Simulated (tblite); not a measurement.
**CH₁₀Ge₂N₂: geometry relaxation (part 2 of 2)**

CH₁₀Ge₂N₂; GFN2-xTB geometry optimisation, gas phase (tblite 0.8.0). 

Geometry of the input (Å):
```
Ge -2.3519  1.7910  -0.1451
N  -1.7188  0.0973  -0.7569
Ge -2.5180  -1.4240  0.0387
N  -0.3087  -0.0112  -0.9572
C  0.4960  -0.3085  0.2195
H  -2.0549  2.8344  -1.1962
H  -1.6450  2.1538  1.1504
H  -3.8306  1.7025  0.1141
H  -1.8536  -2.6894  -0.4373
H  -4.0076  -1.4859  -0.3992
H  -2.4663  -1.3580  1.5494
H  -0.0054  -0.4611  -1.8100
H  -0.1379  -0.5272  1.0248
H  1.0807  0.5316  0.4653
H  1.0809  -1.1621  0.0206
```

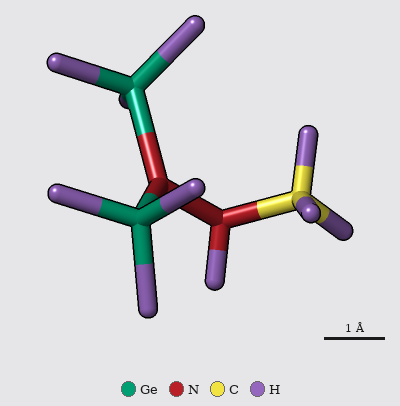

**Figure 1.** The geometry at step 80 of the log (stick view, seen at a tilt).

Trajectory as extended XYZ, continued:
```
15
Properties=species:S:1:pos:R:3:forces:R:3 step=52 energy=-459.69168
Ge   -2.2403    1.7922   -0.1798    0.0510  -0.0900  -0.0450
N    -1.7597    0.0646   -0.5187   -0.0560  -0.0350  -0.0110
Ge   -2.6301   -1.4449    0.0538    0.0350   0.1760  -0.0720
N    -0.3915   -0.0700   -0.9240   -0.0170  -0.0260  -0.0180
C     0.5159   -0.1879    0.2038    0.0550  -0.0840   0.1000
H    -1.7233    2.5952   -1.3254    0.0240   0.0200   0.0490
H    -1.6771    2.2826    1.1257    0.0520   0.0590   0.0090
H    -3.7281    1.8036   -0.0607   -0.0370  -0.0100  -0.0400
H    -1.9939   -2.4806   -0.8207   -0.0300  -0.1970   0.0180
H    -4.0900   -1.2801   -0.1904   -0.0280   0.0560  -0.0530
H    -2.4539   -1.8050    1.5005    0.0510  -0.0800   0.1360
H    -0.3351   -0.9351   -1.4698   -0.0080   0.1210  -0.0310
H     0.1072   -0.8388    0.9928   -0.0090   0.0450   0.0460
H     0.6979    0.8084    0.6179   -0.0660  -0.0940   0.0050
H     1.4608   -0.6211   -0.1243   -0.0170   0.1390  -0.0940
15
Properties=species:S:1:pos:R:3:forces:R:3 step=56 energy=-459.71281
Ge   -2.2235    1.7837   -0.1889   -0.0390  -0.0060   0.0300
N    -1.7569    0.0619   -0.5806   -0.0270  -0.0320   0.1380
Ge   -2.6233   -1.4263    0.0499   -0.0440  -0.1170   0.0630
N    -0.3789   -0.0867   -0.9398   -0.0470   0.0170   0.0580
C     0.5007   -0.1878    0.2123   -0.0270   0.0040  -0.0450
H    -1.7087    2.6165   -1.3108    0.0430   0.0280  -0.0140
H    -1.6541    2.2779    1.1225   -0.0170  -0.0270  -0.0600
H    -3.7173    1.7895   -0.0812    0.0580   0.0010  -0.0220
H    -2.0525   -2.5258   -0.8174   -0.0680   0.0150   0.0770
H    -4.0918   -1.2308   -0.1465    0.0440   0.0380  -0.0360
H    -2.4042   -1.8089    1.5045    0.0110   0.0270  -0.0680
H    -0.3269   -0.9666   -1.4557    0.0940   0.0320  -0.1370
H     0.1400   -0.9061    0.9624   -0.0320  -0.0610   0.0270
H     0.5730    0.7943    0.6824    0.0060   0.0130  -0.0030
H     1.4834   -0.5018   -0.1322    0.0440   0.0670  -0.0070
15
Properties=species:S:1:pos:R:3:forces:R:3 step=60 energy=-459.72603
Ge   -2.2167    1.7728   -0.1906    0.0380  -0.0160  -0.0830
N    -1.7593    0.0432   -0.5860    0.0490  -0.0290   0.0760
Ge   -2.6234   -1.4382    0.0672   -0.0340   0.0330  -0.0300
N    -0.3800   -0.0893   -0.9453    0.0050  -0.0250  -0.0270
C     0.4877   -0.1933    0.2111    0.0660   0.0480   0.0240
H    -1.6916    2.6171   -1.3060    0.0100  -0.0490   0.0260
H    -1.6557    2.2786    1.1159    0.0110  -0.0410  -0.0030
H    -3.7049    1.7884   -0.0860   -0.0370   0.0010  -0.0220
H    -2.0887   -2.5541   -0.7862   -0.0220  -0.0390  -0.0140
H    -4.0753   -1.1808   -0.1435   -0.0300  -0.0230   0.0130
H    -2.3937   -1.8199    1.5106   -0.0100   0.0280   0.0420
H    -0.2936   -0.9443   -1.5059   -0.0390   0.1530   0.0660
H     0.1472   -0.9428    0.9468    0.0440  -0.0130  -0.1060
H     0.5126    0.7804    0.7053   -0.0270   0.0110   0.0300
H     1.4944   -0.4347   -0.1266   -0.0250  -0.0400   0.0090
15
Properties=species:S:1:pos:R:3:forces:R:3 step=64 energy=-459.73296
Ge   -2.2114    1.7669   -0.2013   -0.0500   0.0030   0.0590
N    -1.7589    0.0334   -0.5521   -0.0200   0.0230  -0.0300
Ge   -2.6335   -1.4475    0.0707    0.0150  -0.0060   0.0190
N    -0.3872   -0.0785   -0.9357    0.0350   0.1030   0.0290
C     0.4937   -0.1813    0.2106    0.0280   0.0110   0.0040
H    -1.6613    2.5968   -1.3084    0.0180  -0.0300  -0.0500
H    -1.6496    2.2736    1.1050   -0.0180  -0.0220   0.0020
H    -3.7015    1.7846   -0.1064   -0.0180   0.0370  -0.0160
H    -2.1126   -2.5731   -0.7831   -0.0310   0.0120  -0.0150
H    -4.0779   -1.1573   -0.1397   -0.0490  -0.0460   0.0240
H    -2.3958   -1.8350    1.5127   -0.0340   0.0260   0.0270
H    -0.3062   -0.9232   -1.5018    0.0540  -0.0330  -0.0520
H     0.1739   -0.9610    0.9197    0.0410  -0.0390  -0.0010
H     0.4859    0.7808    0.7312    0.0310  -0.0640  -0.0230
H     1.5015   -0.3960   -0.1405   -0.0010   0.0240   0.0240
15
Properties=species:S:1:pos:R:3:forces:R:3 step=68 energy=-459.73904
Ge   -2.2165    1.7555   -0.2040    0.0170   0.0330  -0.0450
N    -1.7518    0.0259   -0.5745   -0.0210   0.0100  -0.0160
Ge   -2.6344   -1.4451    0.0795    0.0100   0.0300  -0.0210
N    -0.3714   -0.0595   -0.9433   -0.0550  -0.0500  -0.0120
C     0.4945   -0.1835    0.2118   -0.0090  -0.0550  -0.0140
H    -1.6601    2.5918   -1.3095   -0.0080  -0.0540   0.0090
H    -1.6527    2.2479    1.1041   -0.0100  -0.0010   0.0290
H    -3.7059    1.7911   -0.1113   -0.0250   0.0060  -0.0180
H    -2.1480   -2.5949   -0.7641   -0.0110   0.0230   0.0100
H    -4.0865   -1.1524   -0.1203    0.0560  -0.0350   0.0240
H    -2.3934   -1.8018    1.5318   -0.0260   0.0210  -0.0200
H    -0.2646   -0.8849   -1.5383   -0.0140   0.0570   0.0330
H     0.1870   -1.0013    0.8838    0.0090   0.0110   0.0180
H     0.4499    0.7603    0.7594    0.0610  -0.0530   0.0450
H     1.5128   -0.3657   -0.1244    0.0250   0.0570  -0.0220
15
Properties=species:S:1:pos:R:3:forces:R:3 step=72 energy=-459.74361
Ge   -2.2213    1.7563   -0.2093   -0.0230  -0.0130   0.0260
N    -1.7578    0.0246   -0.5636   -0.0050  -0.0060  -0.0060
Ge   -2.6381   -1.4476    0.0831    0.0000  -0.0070   0.0230
N    -0.3778   -0.0417   -0.9350    0.0370  -0.0100   0.0470
C     0.5021   -0.1835    0.2093    0.0310  -0.0180   0.0440
H    -1.6378    2.5582   -1.3196    0.0030   0.0180  -0.0250
H    -1.6577    2.2387    1.1036   -0.0330   0.0210   0.0030
H    -3.7138    1.8014   -0.1332    0.0150   0.0200  -0.0100
H    -2.1743   -2.6083   -0.7577    0.0200   0.0390   0.0130
H    -4.0883   -1.1555   -0.1082    0.0050  -0.0060  -0.0030
H    -2.4109   -1.7975    1.5389    0.0100   0.0100  -0.0250
H    -0.2639   -0.8501   -1.5473    0.0010  -0.0170  -0.0230
H     0.2170   -1.0240    0.8633    0.0200  -0.0090  -0.0240
H     0.4560    0.7380    0.7936   -0.0200  -0.0160   0.0020
H     1.5255   -0.3260   -0.1369   -0.0600  -0.0050  -0.0440
15
Properties=species:S:1:pos:R:3:forces:R:3 step=76 energy=-459.74532
Ge   -2.2225    1.7575   -0.2086    0.0230   0.0180  -0.0360
N    -1.7593    0.0236   -0.5580    0.0110   0.0130   0.0310
Ge   -2.6403   -1.4479    0.0866   -0.0120   0.0080  -0.0140
N    -0.3778   -0.0465   -0.9256   -0.0350   0.0090  -0.0380
C     0.5072   -0.1862    0.2146   -0.0300  -0.0020  -0.0360
H    -1.6306    2.5511   -1.3259   -0.0150  -0.0060   0.0310
H    -1.6682    2.2486    1.1060   -0.0270   0.0120  -0.0090
H    -3.7147    1.8143   -0.1439    0.0030   0.0040  -0.0080
H    -2.1775   -2.5991   -0.7624    0.0340  -0.0020   0.0000
H    -4.0905   -1.1618   -0.1049   -0.0100   0.0080  -0.0010
H    -2.4118   -1.8036    1.5362    0.0200  -0.0010   0.0260
H    -0.2688   -0.8515   -1.5453    0.0210   0.0150   0.0350
H     0.2361   -1.0359    0.8609    0.0260  -0.0110   0.0100
H     0.4532    0.7336    0.8021   -0.0080  -0.0530   0.0020
H     1.5246   -0.3131   -0.1506   -0.0010  -0.0130   0.0050
15
Properties=species:S:1:pos:R:3:forces:R:3 step=80 energy=-459.74706
Ge   -2.2223    1.7606   -0.2133   -0.0260   0.0090   0.0130
N    -1.7616    0.0235   -0.5428   -0.0150   0.0070   0.0050
Ge   -2.6452   -1.4489    0.0910    0.0010  -0.0070   0.0130
N    -0.3835   -0.0431   -0.9192    0.0060   0.0020   0.0110
C     0.5101   -0.1907    0.2123    0.0170  -0.0160   0.0060
H    -1.6193    2.5378   -1.3305    0.0150   0.0300  -0.0070
H    -1.6890    2.2611    1.1053    0.0000   0.0140  -0.0050
H    -3.7140    1.8307   -0.1611   -0.0130  -0.0090  -0.0150
H    -2.1758   -2.5945   -0.7630    0.0210  -0.0010   0.0030
H    -4.0961   -1.1612   -0.0997    0.0070   0.0010   0.0020
H    -2.4120   -1.8103    1.5408    0.0100   0.0060  -0.0020
H    -0.2684   -0.8436   -1.5420   -0.0270  -0.0110  -0.0090
H     0.2672   -1.0561    0.8495   -0.0170  -0.0250  -0.0310
H     0.4442    0.7127    0.8224    0.0120  -0.0110  -0.0170
H     1.5246   -0.2948   -0.1689    0.0090   0.0120   0.0340
15
Properties=species:S:1:pos:R:3:forces:R:3 step=84 energy=-459.74897
Ge   -2.2286    1.7664   -0.2193    0.0360   0.0170  -0.0100
N    -1.7649    0.0285   -0.5408    0.0340  -0.0040  -0.0020
Ge   -2.6468   -1.4454    0.0961    0.0660   0.0220  -0.0210
N    -0.3847   -0.0437   -0.9178   -0.0090  -0.0170   0.0100
C     0.5105   -0.2051    0.2115   -0.0050   0.0060   0.0310
H    -1.6166    2.5524   -1.3291   -0.0050  -0.0070   0.0150
H    -1.7052    2.2687    1.1027   -0.0020   0.0130   0.0020
H    -3.7192    1.8325   -0.1793   -0.0390  -0.0050  -0.0130
H    -2.1599   -2.5850   -0.7601   -0.0140   0.0070   0.0260
H    -4.0997   -1.1624   -0.0878    0.0150  -0.0110   0.0010
H    -2.3929   -1.7924    1.5447   -0.0100  -0.0110   0.0070
H    -0.2740   -0.8466   -1.5393   -0.0410   0.0160  -0.0250
H     0.2787   -1.0912    0.8258    0.0090   0.0220  -0.0360
H     0.4332    0.6837    0.8406   -0.0210  -0.0120   0.0100
H     1.5291   -0.2774   -0.1671   -0.0150  -0.0330   0.0060
15
Properties=species:S:1:pos:R:3:forces:R:3 step=88 energy=-459.75118
Ge   -2.2375    1.7706   -0.2289   -0.0110  -0.0140  -0.0020
N    -1.7637    0.0331   -0.5522    0.0130   0.0210   0.0210
Ge   -2.6335   -1.4355    0.1088   -0.0090   0.0200   0.0200
N    -0.3817   -0.0294   -0.9183    0.0130   0.0160  -0.0230
C     0.5061   -0.2266    0.2109    0.0030   0.0040  -0.0360
H    -1.6075    2.5586   -1.3259   -0.0100   0.0010  -0.0030
H    -1.7317    2.2725    1.1000   -0.0080   0.0080   0.0060
H    -3.7333    1.8305   -0.2100    0.0310   0.0000  -0.0120
H    -2.1532   -2.5946   -0.7217   -0.0110   0.0050  -0.0050
H    -4.0881   -1.1477   -0.0676    0.0370  -0.0350  -0.0080
H    -2.3773   -1.7589    1.5625    0.0010  -0.0040   0.0080
H    -0.2667   -0.8081   -1.5692   -0.0250   0.0170   0.0010
H     0.3034   -1.1557    0.7642   -0.0370  -0.0190   0.0360
H     0.3959    0.6200    0.8901   -0.0310  -0.0040   0.0110
H     1.5278   -0.2458   -0.1617    0.0450  -0.0160  -0.0140
15
Properties=species:S:1:pos:R:3:forces:R:3 step=92 energy=-459.75322
Ge   -2.2464    1.7784   -0.2328    0.0260   0.0120   0.0100
N    -1.7563    0.0452   -0.5473   -0.0140  -0.0010  -0.0040
Ge   -2.6190   -1.4254    0.1207    0.0190   0.0030   0.0060
N    -0.3763   -0.0189   -0.9221   -0.0120   0.0130   0.0090
C     0.5072   -0.2486    0.2038   -0.0310  -0.0120   0.0160
H    -1.6154    2.5751   -1.3222    0.0010  -0.0040  -0.0120
H    -1.7602    2.2865    1.1004    0.0010   0.0090   0.0140
H    -3.7405    1.8327   -0.2291   -0.0010  -0.0140  -0.0120
H    -2.1306   -2.5865   -0.7000    0.0050  -0.0090  -0.0130
H    -4.0739   -1.1633   -0.0653   -0.0120  -0.0040  -0.0120
H    -2.3671   -1.7355    1.5763    0.0070  -0.0030   0.0240
H    -0.2752   -0.7844   -1.5898    0.0120  -0.0010  -0.0050
H     0.2937   -1.1879    0.7383   -0.0140  -0.0280  -0.0140
H     0.3845    0.5770    0.9053    0.0130   0.0450   0.0150
H     1.5344   -0.2613   -0.1556   -0.0010  -0.0090  -0.0220
15
Properties=species:S:1:pos:R:3:forces:R:3 step=96 energy=-459.75413
Ge   -2.2449    1.7840   -0.2296   -0.0300  -0.0010   0.0020
N    -1.7570    0.0512   -0.5421   -0.0080   0.0060  -0.0140
Ge   -2.6118   -1.4225    0.1250   -0.0340  -0.0220  -0.0030
N    -0.3784   -0.0149   -0.9204    0.0030  -0.0020  -0.0020
C     0.5036   -0.2541    0.2042    0.0120   0.0270  -0.0040
H    -1.6208    2.5768   -1.3252    0.0140   0.0050  -0.0020
H    -1.7657    2.2931    1.1054    0.0070   0.0160   0.0070
H    -3.7404    1.8269   -0.2331    0.0110   0.0010   0.0000
H    -2.1147   -2.5772   -0.7010    0.0120  -0.0100   0.0070
H    -4.0693   -1.1757   -0.0748    0.0090   0.0000   0.0060
H    -2.3667   -1.7312    1.5836    0.0040  -0.0030   0.0000
H    -0.2812   -0.7785   -1.5920    0.0120   0.0100   0.0100
H     0.2785   -1.1903    0.7393   -0.0200  -0.0050   0.0070
H     0.3989    0.5797    0.9011   -0.0010  -0.0140   0.0040
H     1.5290   -0.2841   -0.1595    0.0090  -0.0090  -0.0180
15
Properties=species:S:1:pos:R:3:forces:R:3 step=100 energy=-459.75460
Ge   -2.2490    1.7872   -0.2294    0.0120  -0.0010   0.0030
N    -1.7583    0.0545   -0.5421   -0.0020  -0.0100  -0.0050
Ge   -2.6089   -1.4237    0.1282    0.0180   0.0050  -0.0010
N    -0.3789   -0.0057   -0.9191   -0.0020   0.0040   0.0050
C     0.5030   -0.2597    0.2022   -0.0090  -0.0110   0.0030
H    -1.6220    2.5807   -1.3247    0.0030  -0.0070   0.0130
H    -1.7731    2.3000    1.1074   -0.0020   0.0040  -0.0140
H    -3.7430    1.8248   -0.2394   -0.0170   0.0080   0.0040
H    -2.1028   -2.5818   -0.6887    0.0060   0.0020   0.0080
H    -4.0648   -1.1824   -0.0780   -0.0160   0.0000   0.0030
H    -2.3655   -1.7215    1.5901   -0.0010  -0.0020  -0.0120
H    -0.2783   -0.7602   -1.5996    0.0000  -0.0010  -0.0030
H     0.2679   -1.1980    0.7305   -0.0030  -0.0090  -0.0050
H     0.4059    0.5659    0.9085    0.0010   0.0220   0.0050
H     1.5268   -0.2972   -0.1650    0.0110  -0.0040  -0.0040
15
Properties=species:S:1:pos:R:3:forces:R:3 step=104 energy=-459.75478
Ge   -2.2502    1.7880   -0.2277   -0.0140  -0.0030  -0.0060
N    -1.7589    0.0552   -0.5409    0.0040   0.0080   0.0000
Ge   -2.6076   -1.4241    0.1273   -0.0120  -0.0010  -0.0040
N    -0.3794   -0.0039   -0.9180    0.0030  -0.0040  -0.0070
C     0.5031   -0.2607    0.2021   -0.0010   0.0030  -0.0020
H    -1.6221    2.5798   -1.3230    0.0040  -0.0020   0.0040
H    -1.7750    2.3057    1.1068    0.0020  -0.0010  -0.0020
H    -3.7458    1.8278   -0.2376    0.0090   0.0040   0.0030
H    -2.0951   -2.5807   -0.6867    0.0050  -0.0030  -0.0010
H    -4.0655   -1.1883   -0.0802    0.0060  -0.0010   0.0010
H    -2.3679   -1.7231    1.5884    0.0030  -0.0010   0.0050
H    -0.2783   -0.7577   -1.5995   -0.0070   0.0030  -0.0040
H     0.2610   -1.1960    0.7325    0.0010  -0.0020   0.0070
H     0.4144    0.5696    0.9048    0.0020   0.0000   0.0040
H     1.5262   -0.3086   -0.1674   -0.0050   0.0010   0.0020
15
Properties=species:S:1:pos:R:3:forces:R:3 step=106 energy=-459.75481
Ge   -2.2510    1.7882   -0.2277   -0.0040  -0.0010   0.0020
N    -1.7589    0.0556   -0.5395   -0.0040   0.0000  -0.0010
Ge   -2.6079   -1.4247    0.1270   -0.0010   0.0000   0.0000
N    -0.3797   -0.0036   -0.9176    0.0000   0.0000   0.0000
C     0.5032   -0.2607    0.2021    0.0020   0.0020   0.0010
H    -1.6214    2.5791   -1.3222    0.0040   0.0010  -0.0030
H    -1.7753    2.3073    1.1061    0.0000  -0.0030  -0.0010
H    -3.7460    1.8289   -0.2376    0.0020   0.0020   0.0020
H    -2.0936   -2.5811   -0.6864    0.0030  -0.0010  -0.0020
H    -4.0655   -1.1895   -0.0814    0.0010   0.0000   0.0000
H    -2.3686   -1.7245    1.5882    0.0010   0.0010   0.0030
H    -0.2797   -0.7568   -1.5998   -0.0030  -0.0010  -0.0040
H     0.2605   -1.1952    0.7340    0.0000   0.0020   0.0020
H     0.4171    0.5705    0.9041   -0.0030  -0.0020   0.0020
H     1.5258   -0.3103   -0.1683   -0.0010  -0.0010  -0.0010
```

Results in brief:

- outcome: converged
- total energy: −459.7548 eV
- wall time: 2.1 s
- peak memory: 0.18 GiB
